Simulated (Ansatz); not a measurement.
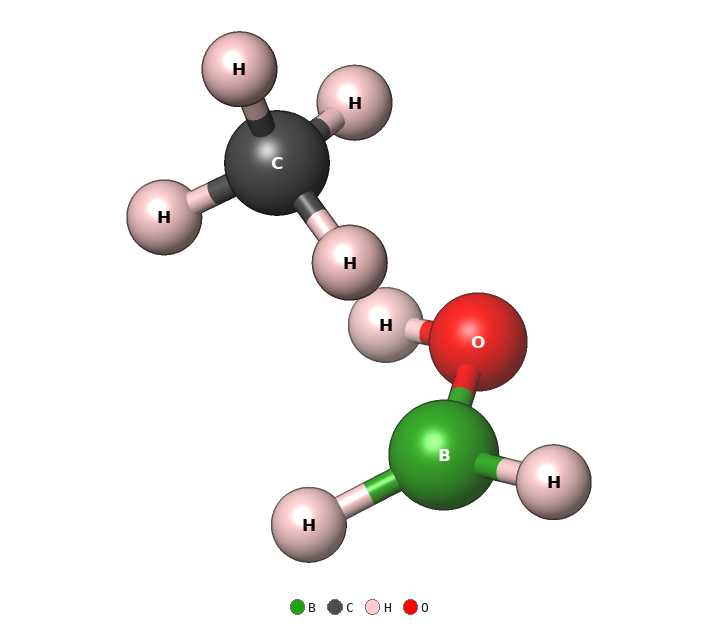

The computed structure is the end point of a PBE0-D4/def2-TZVP optimisation. No frequency run is at hand to confirm it as a minimum. Level of theory: RKS PBE0-D4/def2-TZVP (Ansatz 0.2.0).

Predict the main results.

The species is CH₇BO.
- dipole moment: 1.56 D
- harmonic zero-point energy: 212.8 kJ/mol
- dispersion correction: −7.3 kJ/mol
